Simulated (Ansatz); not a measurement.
**Geometry relaxation of GeH3OF2**

System: GeH3OF2, multiplicity 2.
Method: UKS revPBE-D4/def2-SVP (Ansatz 0.2.0).

It belongs to a series of runs on one base structure; here: end point B relaxed. Figures and captions count atoms from 1; the log counts them from 0 in places.

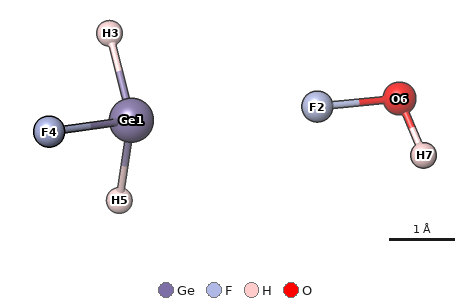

**Figure 1.** The starting structure (ball-and-stick view, seen on its broad side; atoms are numbered from 1 in the order of the input). Sticks mark near contacts.

The input
```yaml
crystal:
  periodic: [false, false, false]
  atoms:
    - { symbol: Ge, position_ang: [-0.103508, 0.183508, -0.2893] }
    - { symbol: F, position_ang: [-0.003269, -0.005523, 2.585154] }
    - { symbol: H, position_ang: [1.445093, 0.159692, -0.570833] }
    - { symbol: F, position_ang: [-0.780029, 1.306388, -1.497856] }
    - { symbol: H, position_ang: [-0.759215, -1.211173, -0.618735] }
    - { symbol: O, position_ang: [0.267977, -0.460082, 3.833107] }
    - { symbol: H, position_ang: [-0.641148, -0.667811, 4.153763] }
magnetization:
  spin_polarized: true
  initial_magnetization: 1
basis:
  gaussian: { orbitals: def2-SVP }
hamiltonian:
  xc: revpbe
  dispersion: d4
relax:
  f_tol: 0.03
  max_steps: 50
```

Launch command:
```bash
ansatz run input.yaml --threads 4 --pin off --max-ram 5120MiB --backend cpu --events-out ev --progress --plain --runs-dir out
```

What the program printed
```
The last accepted step is kept in [file] (removed where the run ends without a failure and the disk answers)
Engine: ansatz 0.2.0, aarch64-unknown-linux-gnu
Functional definition: revPBE
  parameter kappa = 1.245
  parameter beta = 0.06672455060314922
  exchange = pbe_x(kappa = kappa, mu = beta*pi^2/3)
  correlation = pbe_c(beta = beta)
964 factors; their error is unknown
mean field evaluation 1: about -64020.1597 eV, gradient 3.4e1 eV
mean field evaluation 2: about -63994.0822 eV, gradient 9.1e1 eV
mean field evaluation 4: about -64023.7128 eV, gradient 6.4e0 eV
mean field evaluation 8: about -64023.8454 eV, gradient 1.4e-1 eV
mean field evaluation 16: about -64023.7843 eV, gradient 8.8e-5 eV
mean field -64023.78425886 eV, -2352.8306746333 hartree, gradient 3.9e-5 eV, S^2 0.751301; 0 other end points of the search recorded, 0 dependent functions left out
the calculation of the forces begins
reference -64023.78430085 eV, -2352.8306761767 hartree; 31, 30 occupied and 58, 59 virtual orbitals, 964 factors
relax step   1: F+E_penalty+E_count = -64024.00958249 eV  Δ(F+E_penalty+E_count) = +0.000e0 eV  max|allowed force component| = 3.405e0 eV/Å  Δτ_max = 0.0000 Å  (29 SCF iters, accepted)
these checks for a lower state are left out or cut short: starts, cluster_reference, orbital_swaps, neighbouring_geometries, increment
964 factors; their error is unknown
mean field -64023.94334364 eV, -2352.8365208913 hartree, gradient 7.7e-5 eV, S^2 0.751434; 0 other end points of the search recorded, 0 dependent functions left out
[... from here on the field's lines of each further geometry are left out, up to the last ...]
relax step   2: F+E_penalty+E_count = -64024.16342162 eV  Δ(F+E_penalty+E_count) = -1.538e-1 eV  max|allowed force component| = 1.369e0 eV/Å  Δτ_max = 0.1949 Å  (36 SCF iters, accepted)
relax step   3: F+E_penalty+E_count = -64024.25143046 eV  Δ(F+E_penalty+E_count) = -8.801e-2 eV  max|allowed force component| = 9.576e-1 eV/Å  Δτ_max = 0.1949 Å  (39 SCF iters, accepted)
relax step   4: F+E_penalty+E_count = -64024.39504444 eV  Δ(F+E_penalty+E_count) = -1.436e-1 eV  max|allowed force component| = 1.547e0 eV/Å  Δτ_max = 0.1957 Å  (42 SCF iters, accepted)
relax step   5: F+E_penalty+E_count = -64024.76951114 eV  Δ(F+E_penalty+E_count) = -3.745e-1 eV  max|allowed force component| = 3.143e0 eV/Å  Δτ_max = 0.1948 Å  (43 SCF iters, accepted)
relax step   6: F+E_penalty+E_count = -64025.75445180 eV  Δ(F+E_penalty+E_count) = -9.849e-1 eV  max|allowed force component| = 4.476e0 eV/Å  Δτ_max = 0.1963 Å  (41 SCF iters, accepted)
relax step   7: F+E_penalty+E_count = -64026.75186225 eV  Δ(F+E_penalty+E_count) = -9.974e-1 eV  max|allowed force component| = 1.495e0 eV/Å  Δτ_max = 0.1947 Å  (43 SCF iters, accepted)
relax step   8: F+E_penalty+E_count = -64027.05583436 eV  Δ(F+E_penalty+E_count) = -3.040e-1 eV  max|allowed force component| = 7.322e-1 eV/Å  Δτ_max = 0.1997 Å  (43 SCF iters, accepted)
relax step   9: F+E_penalty+E_count = -64027.22773831 eV  Δ(F+E_penalty+E_count) = -1.719e-1 eV  max|allowed force component| = 5.467e-1 eV/Å  Δτ_max = 0.1946 Å  (58 SCF iters, accepted)
relax step  10: F+E_penalty+E_count = -64027.27987857 eV  Δ(F+E_penalty+E_count) = -5.214e-2 eV  max|allowed force component| = 1.533e-1 eV/Å  Δτ_max = 0.1976 Å  (56 SCF iters, accepted)
relax step  11: F+E_penalty+E_count = -64027.32877730 eV  Δ(F+E_penalty+E_count) = -4.890e-2 eV  max|allowed force component| = 3.679e-1 eV/Å  Δτ_max = 0.1956 Å  (98 SCF iters, accepted)
relax step  12: F+E_penalty+E_count = -64027.37221517 eV  Δ(F+E_penalty+E_count) = -4.344e-2 eV  max|allowed force component| = 6.262e-1 eV/Å  Δτ_max = 0.1949 Å  (90 SCF iters, accepted)
relax step  13: F+E_penalty+E_count = -64027.42596158 eV  Δ(F+E_penalty+E_count) = -5.375e-2 eV  max|allowed force component| = 7.444e-1 eV/Å  Δτ_max = 0.1969 Å  (81 SCF iters, accepted)
relax step  14: F+E_penalty+E_count = -64027.47822896 eV  Δ(F+E_penalty+E_count) = -5.227e-2 eV  max|allowed force component| = 5.188e-1 eV/Å  Δτ_max = 0.1968 Å  (62 SCF iters, accepted)
relax step  15: F+E_penalty+E_count = -64027.49483658 eV  Δ(F+E_penalty+E_count) = -1.661e-2 eV  max|allowed force component| = 3.363e-1 eV/Å  Δτ_max = 0.1929 Å  (50 SCF iters, accepted)
relax step  16: F+E_penalty+E_count = -64027.49978122 eV  Δ(F+E_penalty+E_count) = -4.945e-3 eV  max|allowed force component| = 7.287e-2 eV/Å  Δτ_max = 0.0317 Å  (44 SCF iters, accepted)
the calculation of the forces begins
reference -64027.20066502 eV, -2352.9562252440 hartree; 31, 30 occupied and 58, 59 virtual orbitals, 964 factors
relax step  17: F+E_penalty+E_count = -64027.50028628 eV  Δ(F+E_penalty+E_count) = -5.051e-4 eV  max|allowed force component| = 1.594e-2 eV/Å  Δτ_max = 0.0199 Å  (44 SCF iters, accepted)
964 factors; their error is unknown
mean field evaluation 224: about -64026.2502 eV, gradient 1.6e1 eV
mean field evaluation 256: about -64026.3885 eV, gradient 4.3e0 eV
```

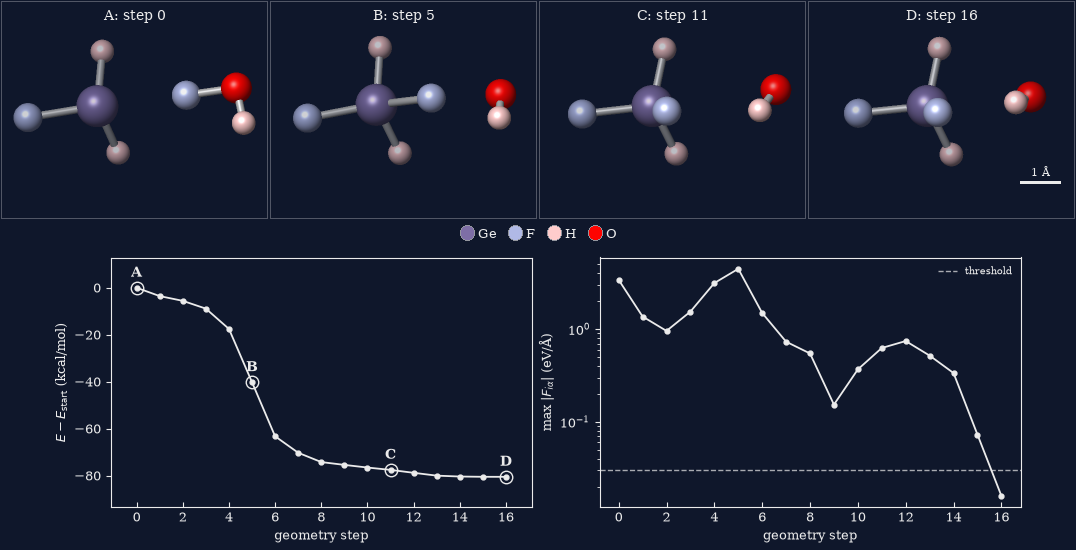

**Figure 2.** Frames of the relaxation (ball-and-stick view, seen at a tilt) above the curves, on which the letters mark them (the first geometry is step 0 here and step 1 in the log).

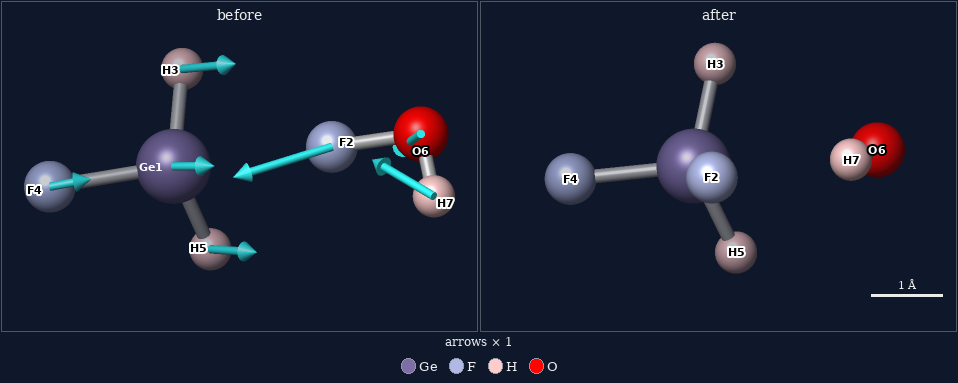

**Figure 3.** Before (left) and after (right) the relaxation, at one scale (ball-and-stick view, seen at a tilt). The teal arrows give the displacements, at true length. The largest move after the best rigid fit is that of F2, 1.51 Å. Largest moves by element: F 1.51 Å, O 1.37 Å, H 1.30 Å, Ge 0.70 Å. Among the contacts that change: F2–O6 1.356 → 2.679 Å, Ge1–F2 2.882 → 1.782 Å, Ge1–H5 1.576 → 1.543 Å, Ge1–H3 1.574 → 1.542 Å. New bonds form: Ge1–F2 (2.88 → 1.78 Å). Bonds break: F2–O6 (1.36 → 2.68 Å). Among the angles that change: H3–Ge1–H5 111.0° → 122.9°. Over 16 geometry steps the energy falls by 80.5 kcal/mol. The largest force component goes from 3.4 to 0.016 eV/Å. (Atoms are counted from 1 in the order of the input.)

```
mean field -64027.20062852 eV, -2352.9562239029 hartree, gradient 9.4e-6 eV, S^2 0.752185; 5 other end points of the search recorded, 0 dependent functions left out
the calculation of the forces begins
reference -64027.20066502 eV, -2352.9562252440 hartree; 31, 30 occupied and 58, 59 virtual orbitals, 964 factors
Total energy: -64027.50032278 eV, -2352.9672374635 hartree
Atom 0 at    -0.085164     0.023274     0.392115 Å, force    -0.000489    -0.003421     0.015936 eV/Å
Atom 1 at    -0.854605     0.983714     1.680691 Å, force    -0.001198     0.003995    -0.001279 eV/Å
Atom 2 at     1.447745     0.144063     0.512847 Å, force     0.010140    -0.000629    -0.001372 eV/Å
Atom 3 at    -0.529837     0.945381    -1.041985 Å, force    -0.004547     0.005680    -0.008746 eV/Å
Atom 4 at    -0.810941    -1.331977     0.266209 Å, force    -0.003089    -0.007453    -0.005967 eV/Å
Atom 5 at     0.400886    -1.124564     2.756561 Å, force     0.003629    -0.002292    -0.006577 eV/Å
Atom 6 at    -0.142183    -0.334893     3.028861 Å, force    -0.004446     0.004121     0.008005 eV/Å
Dipole moment:     0.152340    -0.268217     0.216452 e Å
```

Trajectory as extended XYZ (Å, eV, eV/Å), 14 of the 17 frames kept, from step=1 to step=17
```
7
Properties=species:S:1:pos:R:3:forces:R:3 step=1 energy=-64024.00958
Ge   -0.1035    0.1835   -0.2893   -0.0247   0.0490  -0.1574
F    -0.0033   -0.0055    2.5852   -0.7362   1.2579  -3.3462
H     1.4451    0.1597   -0.5708   -0.0083   0.0031   0.0326
F    -0.7800    1.3064   -1.4979    0.0260  -0.0454   0.0386
H    -0.7592   -1.2112   -0.6187    0.0016   0.0045   0.0349
O     0.2680   -0.4601    3.8331    0.6692  -1.2838   3.4046
H    -0.6411   -0.6678    4.1538    0.0724   0.0147  -0.0070
7
Properties=species:S:1:pos:R:3:forces:R:3 step=2 energy=-64024.16342
Ge   -0.1077    0.2072   -0.3392   -0.0458   0.0097  -0.0781
F    -0.0150    0.0962    2.6557   -0.0865   0.4630  -0.8773
H     1.4455    0.1937   -0.5911   -0.0130   0.0146   0.0315
F    -0.7848    1.2719   -1.5991    0.0463  -0.0365   0.0711
H    -0.7480   -1.2035   -0.6292    0.0123   0.0220   0.0635
O     0.2853   -0.6538    3.8457   -1.2822  -0.3215   1.2311
H    -0.6494   -0.6066    4.2526    1.3688  -0.1513  -0.4418
7
Properties=species:S:1:pos:R:3:forces:R:3 step=3 energy=-64024.25143
Ge   -0.1206    0.2131   -0.2341    0.0495  -0.0270  -0.0126
F    -0.0205    0.0624    2.4638   -0.2322   0.4716  -0.9576
H     1.4367    0.2051   -0.4546   -0.0494   0.0074   0.0460
F    -0.7667    1.2505   -1.5314    0.0087  -0.0463   0.0795
H    -0.7614   -1.2052   -0.4735    0.0035   0.0607   0.0399
O     0.2759   -0.6409    3.7144    0.4453  -0.4965   0.7296
H    -0.6176   -0.5800    4.1107   -0.2255   0.0302   0.0751
7
Properties=species:S:1:pos:R:3:forces:R:3 step=5 energy=-64024.76951
Ge   -0.0987    0.1873   -0.0606    0.2704  -0.6004   0.6681
F    -0.0822    0.0962    2.1287   -0.6786   1.5973  -3.1433
H     1.4498    0.2280   -0.2641   -0.1116   0.0986   0.0534
F    -0.7661    1.2072   -1.3616   -0.0178   0.0306   0.4125
H    -0.7731   -1.2111   -0.2507   -0.0242   0.1598   0.0088
O     0.2642   -0.7154    3.4749    0.9531  -1.4152   1.8778
H    -0.5679   -0.4872    3.9287   -0.3913   0.1293   0.1227
7
Properties=species:S:1:pos:R:3:forces:R:3 step=6 energy=-64025.75445
Ge   -0.0546    0.1005   -0.0272    0.2561  -0.3620   1.5895
F    -0.1107    0.1972    1.9629   -0.8148   1.9619  -4.4759
H     1.4833    0.2383   -0.2107   -0.1828   0.0311  -0.0816
F    -0.7935    1.2276   -1.1989    0.1050  -0.1836   0.7762
H    -0.7883   -1.2571   -0.2064    0.0228   0.1503  -0.0969
O     0.2550   -0.7510    3.4167    0.8415  -1.6905   2.2474
H    -0.5652   -0.4506    3.8590   -0.2278   0.0929   0.0413
7
Properties=species:S:1:pos:R:3:forces:R:3 step=7 energy=-64026.75186
Ge   -0.0346    0.0637    0.0146    0.2177  -0.0461  -0.1621
F    -0.1456    0.2879    1.7942   -0.6560   1.1869  -1.4952
H     1.4841    0.2432   -0.2027   -0.0347  -0.0661  -0.1300
F    -0.7920    1.2225   -1.1288    0.1832  -0.3316   0.9825
H    -0.7931   -1.2597   -0.1997   -0.0001  -0.0419  -0.0999
O     0.2744   -0.8053    3.4704    0.1791  -0.6861   1.0168
H    -0.5673   -0.4475    3.8472    0.1107  -0.0151  -0.1121
7
Properties=species:S:1:pos:R:3:forces:R:3 step=8 energy=-64027.05583
Ge   -0.0527    0.0942   -0.0079    0.2743  -0.3836   0.0547
F    -0.2975    0.4005    1.7297   -0.3551   0.6081  -0.7322
H     1.4678    0.1296   -0.2107    0.1878   0.2650  -0.0645
F    -0.8021    1.2695   -1.1039    0.0993  -0.1635   0.6395
H    -0.6801   -1.2792   -0.2694   -0.3282  -0.1047  -0.0784
O     0.2960   -0.8917    3.5585   -0.0358  -0.1531   0.3013
H    -0.5055   -0.4177    3.8991    0.1578  -0.0681  -0.1204
7
Properties=species:S:1:pos:R:3:forces:R:3 step=10 energy=-64027.27988
Ge   -0.0434    0.0442    0.0533    0.0176  -0.0327   0.0207
F    -0.5521    0.6659    1.6226   -0.0263   0.0867   0.0569
H     1.4962    0.1393   -0.0395   -0.0278  -0.0224   0.0474
F    -0.7082    1.2021   -1.0863   -0.0045   0.0032  -0.0165
H    -0.7603   -1.3019   -0.1815    0.0141  -0.0188   0.0158
O     0.3886   -0.9927    3.4715   -0.1264   0.0938   0.0143
H    -0.3949   -0.4518    3.7552    0.1533  -0.1097  -0.1386
7
Properties=species:S:1:pos:R:3:forces:R:3 step=11 energy=-64027.32878
Ge   -0.0703    0.0554    0.1274   -0.0718   0.3138  -0.0911
F    -0.6796    0.8135    1.6069    0.0361  -0.0146  -0.1111
H     1.4826    0.0990    0.1248   -0.1678   0.0429   0.0352
F    -0.6500    1.1604   -1.1378    0.1935  -0.3679   0.3404
H    -0.7807   -1.3038   -0.0583   -0.0289   0.0368   0.0026
O     0.4714   -1.0054    3.3374    0.0774  -0.0643  -0.0522
H    -0.3476   -0.5142    3.5950   -0.0385   0.0534  -0.1238
7
Properties=species:S:1:pos:R:3:forces:R:3 step=12 energy=-64027.37222
Ge   -0.0847    0.0576    0.2031    0.0487   0.3707  -0.6262
F    -0.7528    0.9169    1.5838   -0.0639   0.0048   0.2549
H     1.4673    0.0948    0.2412   -0.1754   0.0447   0.0504
F    -0.6128    1.1077   -1.1426    0.2446  -0.4841   0.4767
H    -0.7974   -1.3017    0.0403   -0.0486   0.0101   0.0501
O     0.5170   -1.0584    3.2659   -0.3744   0.2012  -0.0591
H    -0.3108   -0.5120    3.4036    0.3690  -0.1474  -0.1468
7
Properties=species:S:1:pos:R:3:forces:R:3 step=13 energy=-64027.42596
Ge   -0.0796    0.0469    0.2699    0.0177   0.1346  -0.4822
F    -0.7858    0.9243    1.6251   -0.0854   0.1058   0.2284
H     1.4668    0.1152    0.3337   -0.1237   0.0322   0.0403
F    -0.5914    1.0507   -1.1068    0.1791  -0.3156   0.3618
H    -0.7971   -1.3125    0.1228    0.0009   0.0180   0.0350
O     0.4656   -1.1089    3.0827   -0.7330   0.6721   0.1073
H    -0.2526   -0.4107    3.2680    0.7444  -0.6470  -0.2906
7
Properties=species:S:1:pos:R:3:forces:R:3 step=15 energy=-64027.49484
Ge   -0.0834    0.0231    0.3872    0.0480  -0.0395   0.0512
F    -0.8390    0.9630    1.7017   -0.0573   0.1002  -0.0797
H     1.4522    0.1400    0.5075   -0.0300   0.0094  -0.0312
F    -0.5348    0.9520   -1.0435   -0.0004  -0.0218   0.0789
H    -0.8089   -1.3342    0.2699   -0.0022   0.0159  -0.0380
O     0.4043   -1.1126    2.7514   -0.2117   0.2721   0.1527
H    -0.1646   -0.3263    3.0211    0.2537  -0.3363  -0.1339
7
Properties=species:S:1:pos:R:3:forces:R:3 step=16 energy=-64027.49978
Ge   -0.0817    0.0243    0.3929   -0.0221   0.0114  -0.0179
F    -0.8532    0.9815    1.6844    0.0189  -0.0028  -0.0162
H     1.4524    0.1505    0.5091   -0.0144  -0.0017   0.0016
F    -0.5353    0.9431   -1.0426    0.0129  -0.0115   0.0332
H    -0.8065   -1.3322    0.2690    0.0060  -0.0022  -0.0042
O     0.3853   -1.1364    2.7601   -0.0289   0.0729   0.0095
H    -0.1350   -0.3257    3.0224    0.0276  -0.0660  -0.0060
7
Properties=species:S:1:pos:R:3:forces:R:3 step=17 energy=-64027.50029
Ge   -0.0852    0.0233    0.3921   -0.0005  -0.0034   0.0159
F    -0.8546    0.9837    1.6807   -0.0012   0.0040  -0.0013
H     1.4477    0.1441    0.5128    0.0101  -0.0006  -0.0014
F    -0.5298    0.9454   -1.0420   -0.0045   0.0057  -0.0087
H    -0.8109   -1.3320    0.2662   -0.0031  -0.0075  -0.0060
O     0.4009   -1.1246    2.7566    0.0036  -0.0023  -0.0066
H    -0.1422   -0.3349    3.0289   -0.0044   0.0041   0.0080
```

Results in brief

| quantity | value |
| --- | --- |
| outcome | converged |
| total energy | −64027.5003 eV |
| mean-field energy | −64027.2007 eV |
| ⟨S²⟩ | 0.752 |
| largest force (length of the vector) at the end | 0.016 eV/Å |
| hardware | 4 threads of Arm Neoverse V2, 24 GiB of memory available, shared host |
| wall time | 27 s (CPU time 1.7 min) |
| peak memory | 0.21 GiB |
